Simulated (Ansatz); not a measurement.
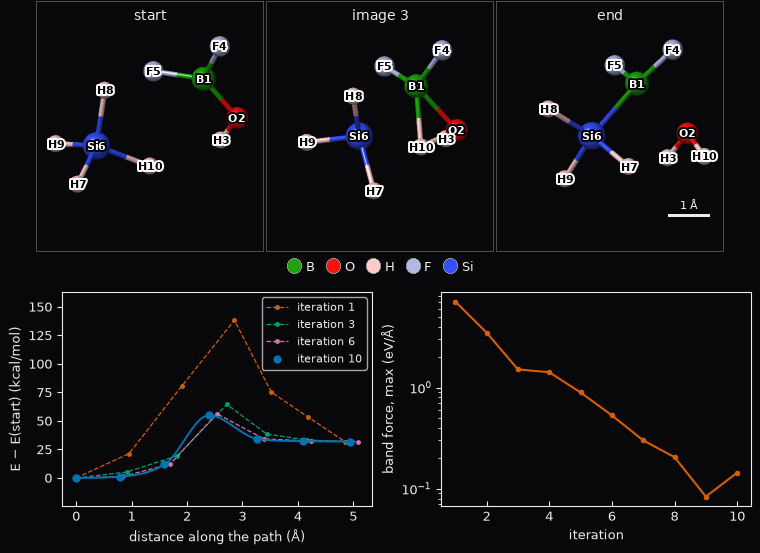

A nudged-elastic-band calculation for BSiH5OF2, made up at the start of BHOF2 and SiH4. Images are numbered from 0 (start) to 6 (end). The plot follows the band through its iterations. A ball-and-stick model, seen from a free direction.

These are results of Ansatz 0.2.0, RKS r2SCAN-D4/def2-SVP, not measurements. Settings: 5 movable images; climbing image; force threshold 0.2 eV/Å; iteration limit 60; starting path through a guess of the saddle point.

Q: Did the band converge, and can the barrier be trusted?

A: The run met only a loose threshold, so the barrier can't be trusted yet. The band converged in 10 iterations. The largest component of the band force went from 7.1 to 0.14 eV/Å. The climbing image converged on the top of the path. Its curvatures weren't checked. The force threshold is so loose that the height of the top is at best an upper bound. The first iteration put the highest image at 138.3 kcal/mol. Forward barrier 54.9 kcal/mol, backward barrier 23.1 kcal/mol, with image 3 at the top; the reaction energy is +31.9 kcal/mol.

Limits of the set-up: the start holds two separate molecules, 2.8 Å apart at their closest, whose relative position is a soft coordinate.
